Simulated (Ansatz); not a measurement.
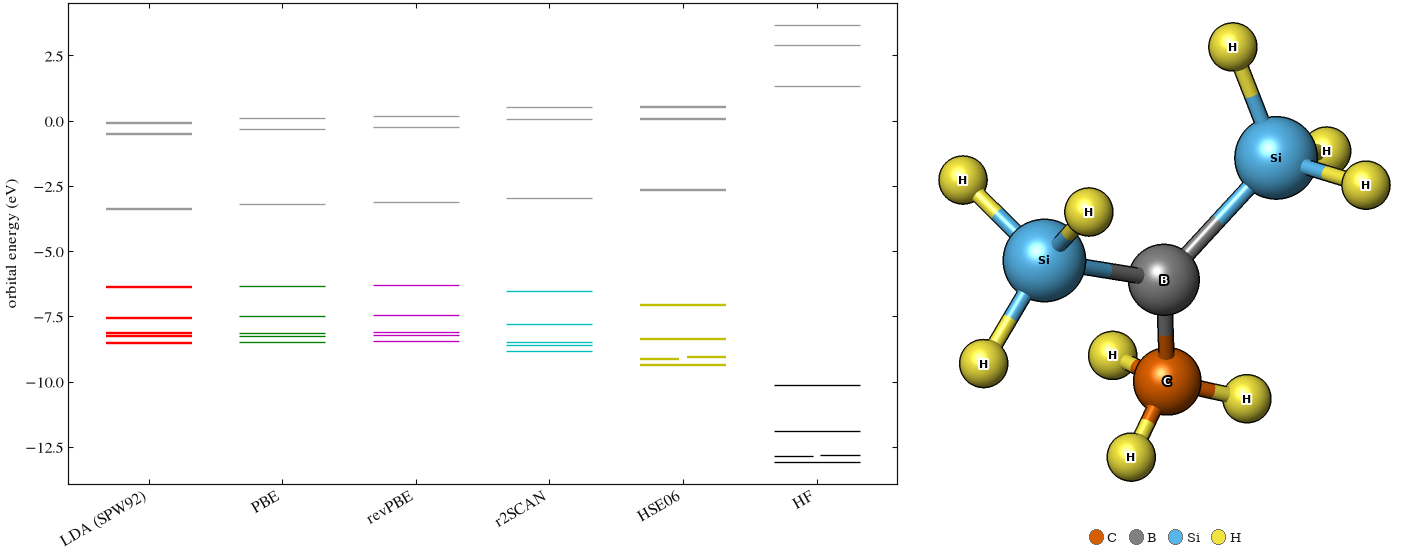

Frontier orbital energies of CH₉BSi₂, SMILES CB([SiH3])[SiH3] at one geometry, def2-TZVPP, the Ansatz code 0.2.0, at a PBE0-D4/def2-TZVP geometry (a minimum by its frequencies). Empty levels are grey, levels within 0.1 eV stand side by side; all columns show the same few orbitals around the gap.

### How do the frontier levels move from column to column?

The separation grows from 2.99 eV (LDA (SPW92)) to 11.47 eV (HF).

```
      level  HOMO (eV)  LUMO (eV)  separation (eV)
LDA (SPW92)      −6.39      −3.39             2.99
        PBE      −6.32      −3.21             3.11
     revPBE      −6.29      −3.12             3.16
     r2SCAN      −6.54      −2.95             3.58
      HSE06      −7.05      −2.66             4.39
         HF     −10.13       1.34            11.47
```

Caveats, for all or some of the runs: empty levels above zero depend strongly on the basis.
